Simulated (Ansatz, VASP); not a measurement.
# Cross-check of BN between VASP and Ansatz

Wanted: the spread between two codes on one cell, functional and k mesh.

Calculated with Ansatz 0.2.0; plane waves, with VASP 6.6.1 beside it; dielectric response at LDA.

## (1) The structure

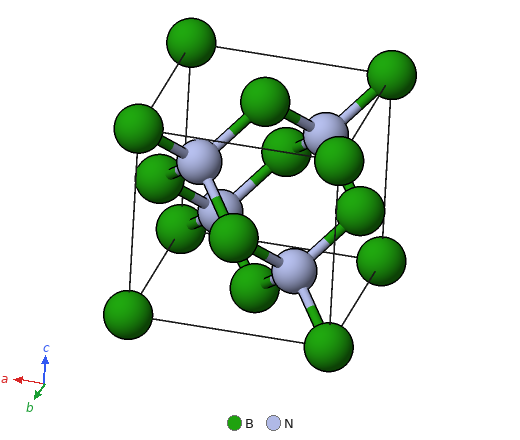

The cell as given, from a free direction (boron green, nitrogen light blue). This picture shows the conventional cell, with its axes. Bonds to atoms that aren't drawn are left out. Some periodic images of atoms are drawn too.

## (2) VASP: dielectric response, LDA

The response to a field tests empty states and converges slowly with the mesh.

Lines of VASP's logs that name or quote its potential files are left out, and so is its time.

INCAR

```
SYSTEM = BN
PREC = Accurate
ENCUT = 520
EDIFF = 1E-08
NELM = 120
ISMEAR = 0
SIGMA = 0.02
LREAL = .FALSE.
ALGO = Normal
GGA = CA
NBANDS = 10
LASPH = .TRUE.
LWAVE = .FALSE.
LCHARG = .FALSE.
KPAR = 16
LEPSILON = .TRUE.
```

POSCAR

```
BN
1.0
    0.0000000000      1.8080000000      1.8080000000
    1.8080000000      0.0000000000      1.8080000000
    1.8080000000      1.8080000000      0.0000000000
B N
1 1
Direct
    0.0000000000      0.0000000000      0.0000000000
    0.2500000000      0.2500000000      0.2500000000
```

KPOINTS

```
Automatic mesh
0
Gamma
11 11 11
0 0 0
```

Potentials, in the order of the species: B and N (LDA family, release 64).

Run with:

```
$ mpirun -np 16 vasp_std
```

Numbers of over 12 decimals in the logs are rounded to 6 here.

The log of the run:

```text
[banner, memory and clock lines left out]
running   16 mpi-ranks, on    1 nodes
 distrk:  each k-point on    1 cores,   16 groups
 distr:  one band on    1 cores,    1 groups

 POSCAR found type information on POSCAR B N
 POSCAR found :  2 types and       2 ions
|                                                                             |
|           W    W    AA    RRRRR   N    N  II  N    N   GGGG   !!!           |
|           W    W   A  A   R    R  NN   N  II  NN   N  G    G  !!!           |
|           W    W  A    A  R    R  N N  N  II  N N  N  G       !!!           |
|           W WW W  AAAAAA  RRRRR   N  N N  II  N  N N  G  GGG   !            |
|           WW  WW  A    A  R   R   N   NN  II  N   NN  G    G                |
|           W    W  A    A  R    R  N    N  II  N    N   GGGG   !!!           |
|                                                                             |
|     For optimal performance we recommend to set                             |
|       NCORE = 2 up to number-of-cores-per-socket                            |
|     NCORE specifies how many cores store one orbital (NPAR=cpu/NCORE).      |
|     This setting can greatly improve the performance of VASP for DFT.       |
|     The default, NCORE=1 might be grossly inefficient on modern             |
|     multi-core architectures or massively parallel machines. Do your        |
|     Unfortunately you need to use the default for GW and RPA                |
|     calculations (for HF NCORE is supported but not extensively tested      |
|     yet).                                                                   |
|                                                                             |

 LDA part: xc-table for (Slater(with rela. corr.)+CA(PZ))
 , standard interpolation
 POSCAR, INCAR and KPOINTS ok, starting setup
 FFT: planning ... GRIDC
 FFT: planning ... GRID_SOFT
 FFT: planning ... GRID
 WAVECAR not read
 entering main loop
       N       E                     dE             d eps       ncg     rms          rms(c)
DAV:   1     0.569442744765E+01    0.56944E+01   -0.51244E+03  1192   0.790E+02
DAV:   2    -0.201528535673E+02   -0.25847E+02   -0.24843E+02  1390   0.152E+02
DAV:   3    -0.205323952555E+02   -0.37954E+00   -0.37905E+00  1310   0.159E+01
DAV:   4    -0.205328057828E+02   -0.41053E-03   -0.41052E-03  1188   0.640E-01
DAV:   5    -0.205328061878E+02   -0.40496E-06   -0.40498E-06  1304   0.198E-02    0.650E+00
DAV:   6    -0.195437767555E+02    0.98903E+00   -0.33646E+00  1136   0.112E+01    0.308E+00
DAV:   7    -0.194357912917E+02    0.10799E+00   -0.84151E-02  1230   0.250E+00    0.177E+00
DAV:   8    -0.194041094627E+02    0.31682E-01   -0.48674E-02  1254   0.157E+00    0.175E-01
DAV:   9    -0.194039524606E+02    0.15700E-03   -0.89297E-04  1212   0.274E-01    0.806E-02
DAV:  10    -0.194039365940E+02    0.15867E-04   -0.46157E-05  1264   0.682E-02    0.137E-02
DAV:  11    -0.194039370850E+02   -0.49097E-06   -0.18494E-06  1246   0.966E-03    0.625E-03
DAV:  12    -0.194039370130E+02    0.72002E-07   -0.52703E-07  1242   0.447E-03    0.216E-04
DAV:  13    -0.194039370140E+02   -0.10132E-08   -0.82994E-09   698   0.919E-04
   1 F= -.19403937E+02 E0= -.19403937E+02  d E =-.701417E-42
 Linear response reoptimize wavefunctions to high precision
DAV:   1    -0.194039370141E+02   -0.70827E-10   -0.20380E-10   750   0.166E-04
 Linear response G [H, r] |phi>, progress :
  Direction:   1
       N       E                     dE             d eps       ncg     rms
RMM:   1    -0.376458446708E+02   -0.37646E+02   -0.32240E+01  2578   0.504E+01
RMM:   2    -0.320521183484E+02    0.55937E+01   -0.90889E-01  1789   0.876E+00
RMM:   3    -0.320623181036E+02   -0.10200E-01    0.46511E-03  1892   0.352E-01
RMM:   4    -0.320629252180E+02   -0.60711E-03    0.44272E-04  1984   0.211E-02
RMM:   5    -0.320629672641E+02   -0.42046E-04    0.29532E-05  1938   0.161E-03
RMM:   6    -0.320629697653E+02   -0.25011E-05    0.45529E-06  1669   0.292E-04
RMM:   7    -0.320629698550E+02   -0.89731E-07    0.37749E-06  1403   0.202E-04
RMM:   8    -0.320629698778E+02   -0.22789E-07    0.36251E-06  1403   0.201E-04
RMM:   9    -0.320629697209E+02    0.15688E-06    0.52508E-06  1322   0.201E-04
RMM:  10    -0.320629698254E+02   -0.10447E-06    0.41705E-06  1176   0.201E-04
 Linear response G [H, r] |phi>, progress :
  Direction:   2
       N       E                     dE             d eps       ncg     rms
RMM:   1    -0.349581256147E+02   -0.34958E+02   -0.23756E+01  2589   0.480E+01
RMM:   2    -0.325859357163E+02    0.23722E+01   -0.55398E-01  1790   0.736E+00
RMM:   3    -0.325958475294E+02   -0.99118E-02    0.52249E-03  1915   0.297E-01
RMM:   4    -0.325964457962E+02   -0.59827E-03    0.43737E-04  2014   0.177E-02
RMM:   5    -0.325964871139E+02   -0.41318E-04    0.29040E-05  1949   0.137E-03
RMM:   6    -0.325964895419E+02   -0.24281E-05    0.47854E-06  1676   0.260E-04
RMM:   7    -0.325964896264E+02   -0.84413E-07    0.44011E-06  1432   0.187E-04
RMM:   8    -0.325964896424E+02   -0.16040E-07    0.28717E-06  1463   0.186E-04
RMM:   9    -0.325964895199E+02    0.12253E-06    0.34227E-06  1416   0.186E-04
RMM:  10    -0.325964896036E+02   -0.83698E-07    0.29758E-06  1276   0.186E-04
 Linear response G [H, r] |phi>, progress :
  Direction:   3
       N       E                     dE             d eps       ncg     rms
RMM:   1    -0.255858222606E+02   -0.25586E+02    0.71320E+01  2423   0.505E+01
RMM:   2    -0.237458701946E+02    0.18400E+01   -0.91132E-01  1778   0.817E+00
RMM:   3    -0.237471070555E+02   -0.12369E-02   -0.27060E-03  1904   0.355E-01
RMM:   4    -0.237470884745E+02    0.18581E-04   -0.13309E-05  2000   0.232E-02
RMM:   5    -0.237470882487E+02    0.22589E-06    0.16721E-08  1898   0.183E-03
RMM:   6    -0.237470882636E+02   -0.14959E-07   -0.31284E-08  1645   0.214E-04
RMM:   7    -0.237470882643E+02   -0.66031E-09   -0.34096E-08  1364   0.913E-05
 Linear response to external field (no local field effect), progress :
  Direction:   1
       N       E                     dE             d eps       ncg     rms          rms(c)
RMM:   1    -0.144541594256E+00   -0.14454E+00   -0.45289E-01  2526   0.201E+00
RMM:   2    -0.145033199201E+00   -0.49160E-03   -0.32573E-04  1805   0.143E-01
RMM:   3    -0.145033889294E+00   -0.69009E-06   -0.42121E-07  1838   0.479E-03
RMM:   4    -0.145033891435E+00   -0.21414E-08   -0.69535E-10  1658   0.214E-04
 change of polarisation eV/A/(eV/A) component  1 :     0.290     0.122     0.032
 dielectric tensor                  component  1 :     5.441     1.875     0.497
 Linear response to external field (no local field effect), progress :
  Direction:   2
       N       E                     dE             d eps       ncg     rms          rms(c)
RMM:   1    -0.144095106656E+00   -0.14410E+00   -0.44643E-01  2528   0.199E+00
RMM:   2    -0.144515383027E+00   -0.42028E-03   -0.32565E-04  1813   0.139E-01
RMM:   3    -0.144516108395E+00   -0.72537E-06   -0.40947E-07  1846   0.466E-03
RMM:   4    -0.144516110281E+00   -0.18859E-08   -0.87452E-10  1668   0.204E-04
 change of polarisation eV/A/(eV/A) component  2 :     0.122     0.289    -0.041
 dielectric tensor                  component  2 :     1.875     5.425    -0.633
 Linear response to external field (no local field effect), progress :
  Direction:   3
       N       E                     dE             d eps       ncg     rms          rms(c)
RMM:   1    -0.774148762606E-01   -0.77415E-01   -0.21432E-01  2494   0.159E+00
RMM:   2    -0.777873637071E-01   -0.37249E-03   -0.20514E-04  1804   0.119E-01
RMM:   3    -0.777878888170E-01   -0.52511E-06   -0.28672E-07  1826   0.406E-03
RMM:   4    -0.777878895933E-01   -0.77623E-09   -0.10253E-09  1670   0.190E-04
 change of polarisation eV/A/(eV/A) component  3 :     0.032    -0.041     0.156
 dielectric tensor                  component  3 :     0.496    -0.633     3.382
 Linear response to external field, progress :
  Direction:   1
       N       E                     dE             d eps       ncg     rms          rms(c)
RMM:   1    -0.122016163560E+00   -0.12202E+00   -0.37120E-01  9730   0.186E+00
RMM:   2    -0.122445343002E+00   -0.42918E-03   -0.28114E-04  6976   0.134E-01    0.589E-01
RMM:   3    -0.120087892759E+00    0.23575E-02   -0.98263E-04  6853   0.241E-01    0.345E-01
RMM:   4    -0.124050522870E+00   -0.39626E-02   -0.14615E-03  7031   0.294E-01    0.367E-02
RMM:   5    -0.124517774039E+00   -0.46725E-03   -0.15492E-05  7162   0.316E-02    0.433E-03
RMM:   6    -0.124533205837E+00   -0.15432E-04   -0.36199E-08  7269   0.175E-03    0.226E-03
RMM:   7    -0.124542659528E+00   -0.94537E-05   -0.86530E-09  7238   0.876E-04    0.101E-04
RMM:   8    -0.124542884604E+00   -0.22508E-06    0.30156E-10  4545   0.391E-05    0.271E-05
RMM:   9    -0.124542867184E+00    0.17421E-07   -0.43260E-11  3724   0.408E-05    0.210E-06
 change of polarisation eV/A/(eV/A) component  1 :     0.235     0.044     0.029
 dielectric tensor                  component  1 :     4.592     0.667     0.440
 Linear response to external field, progress :
  Direction:   2
       N       E                     dE             d eps       ncg     rms          rms(c)
RMM:   1    -0.122016427264E+00   -0.12202E+00   -0.37121E-01  9730   0.186E+00
RMM:   2    -0.122445326399E+00   -0.42890E-03   -0.28679E-04  6984   0.134E-01    0.589E-01
RMM:   3    -0.120087922981E+00    0.23574E-02   -0.98365E-04  6858   0.241E-01    0.345E-01
RMM:   4    -0.124050406490E+00   -0.39625E-02   -0.14623E-03  7033   0.294E-01    0.367E-02
RMM:   5    -0.124517698053E+00   -0.46729E-03   -0.15498E-05  7163   0.316E-02    0.433E-03
RMM:   6    -0.124533111671E+00   -0.15414E-04   -0.36776E-08  7278   0.175E-03    0.226E-03
RMM:   7    -0.124542574337E+00   -0.94627E-05   -0.86285E-09  7233   0.877E-04    0.101E-04
RMM:   8    -0.124542796847E+00   -0.22251E-06    0.33260E-10  4553   0.394E-05    0.273E-05
RMM:   9    -0.124542780685E+00    0.16162E-07    0.71832E-12  3735   0.413E-05    0.210E-06
 change of polarisation eV/A/(eV/A) component  2 :     0.034     0.235     0.026
 dielectric tensor                  component  2 :     0.518     4.592     0.401
 Linear response to external field, progress :
  Direction:   3
       N       E                     dE             d eps       ncg     rms          rms(c)
RMM:   1    -0.122016230179E+00   -0.12202E+00   -0.37120E-01  9731   0.186E+00
RMM:   2    -0.122445341670E+00   -0.42911E-03   -0.28243E-04  6976   0.134E-01    0.589E-01
RMM:   3    -0.120087881779E+00    0.23575E-02   -0.98281E-04  6854   0.241E-01    0.345E-01
RMM:   4    -0.124050431163E+00   -0.39625E-02   -0.14617E-03  7032   0.294E-01    0.367E-02
RMM:   5    -0.124517668043E+00   -0.46724E-03   -0.15490E-05  7162   0.316E-02    0.433E-03
RMM:   6    -0.124533117166E+00   -0.15449E-04   -0.36417E-08  7279   0.175E-03    0.226E-03
RMM:   7    -0.124542573497E+00   -0.94563E-05   -0.87114E-09  7238   0.876E-04    0.101E-04
RMM:   8    -0.124542797007E+00   -0.22351E-06    0.28689E-10  4564   0.390E-05    0.273E-05
RMM:   9    -0.124542780799E+00    0.16208E-07   -0.39920E-11  3716   0.409E-05    0.209E-06
 change of polarisation eV/A/(eV/A) component  3 :     0.028     0.045     0.235
 dielectric tensor                  component  3 :     0.424     0.682     4.592
 Born effective charges drift removed
```

From OUTCAR (step 2):

```text
ion  position               nearest neighbor table
   1  0.000  0.000  0.000-   2 1.57   2 1.57   2 1.57   2 1.57
   2  0.250  0.250  0.250-   1 1.57   1 1.57   1 1.57   1 1.57

  LATTYP: Found a face centered cubic cell.
 ALAT       =     3.6160000000

 Subroutine GETGRP returns: Found 24 space group operations
 (whereof 24 operations were pure point group operations)

The static configuration has the point symmetry T_d .

 Found     56 irreducible k-points:

   k-points           NKPTS =     56   k-points in BZ     NKDIM =     56   number of bands    NBANDS=     10

   dimension x,y,z NGX =    20 NGY =   20 NGZ =   20
   dimension x,y,z NGXF=    40 NGYF=   40 NGZF=   40

   ENCUT  =  520.0 eV  38.22 Ry    6.18 a.u.   4.75  4.75  4.75*2*pi/ulx,y,z

   NELECT =       8.0000    total number of electrons

 k-points in reciprocal lattice and weights: Automatic mesh
   0.00000000  0.00000000  0.00000000       0.001
   0.09090909  0.00000000  0.00000000       0.006
   0.18181818  0.00000000  0.00000000       0.006
   0.27272727  0.00000000  0.00000000       0.006
   0.36363636  0.00000000  0.00000000       0.006
   0.45454545  0.00000000  0.00000000       0.006
   0.09090909  0.09090909  0.00000000       0.005
   0.18181818  0.09090909  0.00000000       0.018
   0.27272727  0.09090909  0.00000000       0.018
[...]
-0.36363636  0.45454545  0.18181818       0.018
  -0.27272727  0.45454545  0.18181818       0.018

 average (electrostatic) potential at core
       1 -29.5836       2 -60.1172

  Total       -0.7670828     -0.7670828     -0.7670828     -0.0000000     -0.0000000     -0.0000000
  in kB     -103.9746687   -103.9746687   -103.9746687     -0.0000000     -0.0000000     -0.0000000
  external PRESSURE =    -103.9746687 kB  Pullay stress =       0.0000000 kB

  energy-cutoff  :      520.00
  volume of cell :       11.82
      direct lattice vectors                 reciprocal lattice vectors
     0.000000000  1.808000000  1.808000000    -0.276548673  0.276548673  0.276548673
     1.808000000  0.000000000  1.808000000     0.276548673 -0.276548673  0.276548673
     1.808000000  1.808000000  0.000000000     0.276548673  0.276548673 -0.276548673

 POSITION                                       TOTAL-FORCE (eV/Angst)
 -----------------------------------------------------------------------------------
      0.00000      0.00000      0.00000         0.000000      0.000000      0.000000
      0.90400      0.90400      0.90400        -0.000000     -0.000000     -0.000000
 -----------------------------------------------------------------------------------
    total drift:                               -0.000000     -0.000000     -0.000000

 MACROSCOPIC STATIC DIELECTRIC TENSOR (including local field effects in DFT)
 ------------------------------------------------------
           4.592004    -0.000000    -0.000000
           0.000000     4.592004    -0.000000
          -0.000000    -0.000000     4.592004
 ------------------------------------------------------

 PIEZOELECTRIC TENSOR (including local field effects)  for field in x, y, z        (C/m^2)
          XX          YY          ZZ          XY          YZ          ZX
  --------------------------------------------------------------------------------
  x     0.00000     0.00000    -0.00000     0.00000    -1.02770     0.00000
  y     0.00000     0.00000    -0.00000     0.00000     0.00000    -1.02770
  z    -0.00000    -0.00000     0.00000    -1.02770     0.00000     0.00000

 BORN EFFECTIVE CHARGES (including local field effects) (in |e|, cummulative output)
 ---------------------------------------------------------------------------------
 ion    1
    1     1.88679     0.00000    -0.00000
    2     0.00000     1.88679     0.00000
    3     0.00000     0.00000     1.88679
 ion    2
    1    -1.88679     0.00000     0.00000
    2     0.00000    -1.88679     0.00000
    3    -0.00000    -0.00000    -1.88679
```

(Continued in part 2 of 2.)

[Lines on the potential files, build, host, timing and source positions are cut from VASP's logs without a mark.]

[Logs are printed without paths, hosts, clocks, repeated set-up lines and the standing remarks that a program may print on its own settings, such as how far it seeks lower states.]

[Hosts, paths, dates, database ids (printed as entryN), source tags and the programs' standing remarks are cut or masked in the printed files.]
